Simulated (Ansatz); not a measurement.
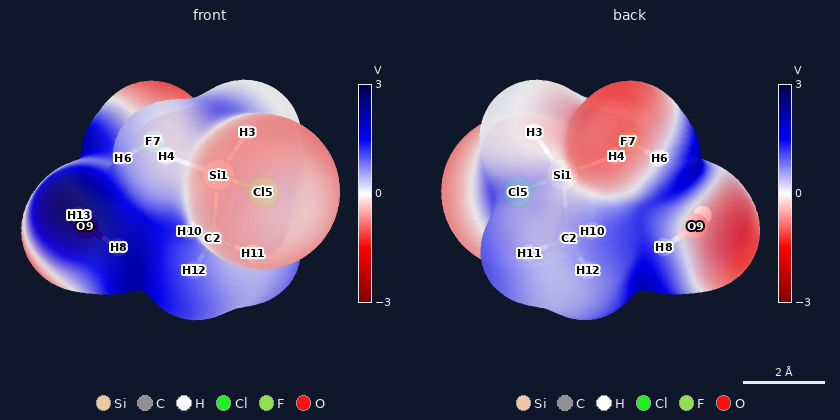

CH5ClSi···HF···H2O. The electrostatic potential painted on the density surface at 0.002 e/bohr³, seen from the front and from behind; red is negative and blue positive.

Not at a stationary point (largest force 1.3 eV/Å).

The calculation used RKS PBE0-D4/def2-SVP (Ansatz 0.2.0).

```yaml
atoms:
  - { symbol: Si, position_ang: [0.1101, 1.4349, -0.0821] }
  - { symbol: C, position_ang: [1.2397, -0.0348, -0.3335] }
  - { symbol: H, position_ang: [-0.3135, 2.0547, -1.3626] }
  - { symbol: H, position_ang: [-1.0648, 1.0909, 0.7669] }
  - { symbol: Cl, position_ang: [1.1798, 2.8675, 0.9860] }
  - { symbol: H, position_ang: [-1.7507, -1.0514, -0.8965] }
  - { symbol: F, position_ang: [-1.6177, -0.4702, -1.5868] }
  - { symbol: H, position_ang: [-0.0327, -1.6215, 0.8897] }
  - { symbol: O, position_ang: [-0.9452, -1.9112, 1.0274] }
  - { symbol: H, position_ang: [0.7084, -0.8090, -0.9067] }
  - { symbol: H, position_ang: [2.1311, 0.2652, -0.9064] }
  - { symbol: H, position_ang: [1.5979, -0.4351, 0.6301] }
  - { symbol: H, position_ang: [-1.2423, -1.3802, 1.7744] }
```

Which sites attract a positive test charge, and which a negative one?

A positive charge is drawn to the negative regions and a negative charge to the positive ones. The most negative region (about −1.2 V) lies over O9, the most positive (about +2.6 V) over H13. O9 is the likeliest acceptor of a hydrogen bond.
